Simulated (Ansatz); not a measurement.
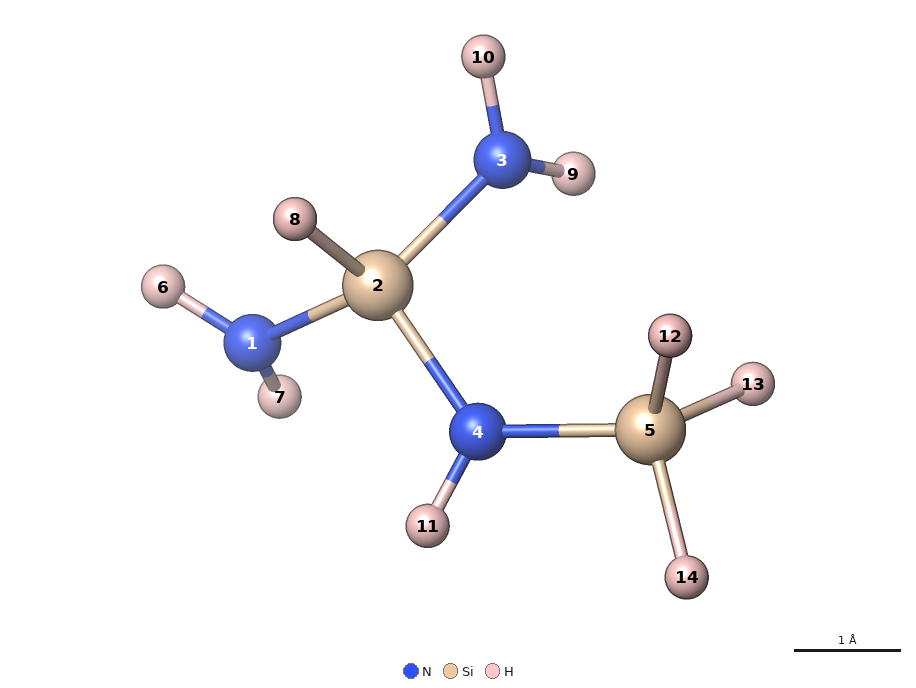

Orthographic view. Atoms fade into the background with distance from the viewer. The computed structure is the end point of a PBE0-D4/def2-TZVP optimisation. No frequency run is at hand to confirm it as a minimum.

Write a MOL file (V2000) with the atoms in numerical order, bonds sorted by atom number with the orders drawn, and coordinates in the frame of the picture: x right, y up, z towards the viewer, origin at the mean position.

```
H9N3Si2
                    3D

 14 13  0  0  0  0  0  0  0  0999 V2000
   -2.0600   -0.1300   -1.1300 N   0  0  0  0  0  0  0  0  0  0  0  0
   -0.8800    0.4100   -0.0100 Si  0  0  0  0  0  4  0  0  0  0  0  0
    0.3000    1.6000   -0.4100 N   0  0  0  0  0  0  0  0  0  0  0  0
    0.0700   -0.9700    0.3700 N   0  0  0  0  0  0  0  0  0  0  0  0
    1.6900   -0.9500    0.9500 Si  0  0  0  0  0  4  0  0  0  0  0  0
   -2.9100    0.4000   -1.2700 H   0  0  0  0  0  0  0  0  0  0  0  0
   -1.8100   -0.6400   -1.9600 H   0  0  0  0  0  0  0  0  0  0  0  0
   -1.6600    1.0400    1.0900 H   0  0  0  0  0  0  0  0  0  0  0  0
    0.9700    1.4700   -1.1500 H   0  0  0  0  0  0  0  0  0  0  0  0
    0.1200    2.5700   -0.2400 H   0  0  0  0  0  0  0  0  0  0  0  0
   -0.4100   -1.8600    0.3900 H   0  0  0  0  0  0  0  0  0  0  0  0
    1.8800   -0.0600    2.1200 H   0  0  0  0  0  0  0  0  0  0  0  0
    2.6600   -0.5200   -0.1000 H   0  0  0  0  0  0  0  0  0  0  0  0
    2.0400   -2.3500    1.3400 H   0  0  0  0  0  0  0  0  0  0  0  0
  1  2  1  0
  1  6  1  0
  1  7  1  0
  2  3  1  0
  2  4  1  0
  2  8  1  0
  3  9  1  0
  3 10  1  0
  4  5  1  0
  4 11  1  0
  5 12  1  0
  5 13  1  0
  5 14  1  0
M  END
```
